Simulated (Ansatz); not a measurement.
Take SiO₂ (space group P4_12_12, No. 92; a = 5.083 Å, c = 7.098 Å) as the base.

Modification: the cell is scaled by 0.9646 in all directions, atoms relaxed at fixed cell.

The values are results of plane-wave PAW DFT at the PBE level (Ansatz, a quantum-chemistry and plane-wave program, 420 eV), spin-orbit coupling left out, earlier PAW set, not measurements.

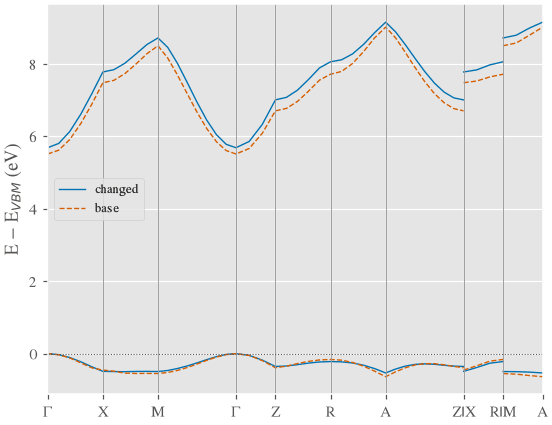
*Highest valence and lowest conduction band along the path, each from its own valence-band maximum*

The gap is 5.69 eV, direct at Γ; the base has 5.52 eV.

The cells carry an imposed strain or load. Whether these cells are dynamically stable was not tested.
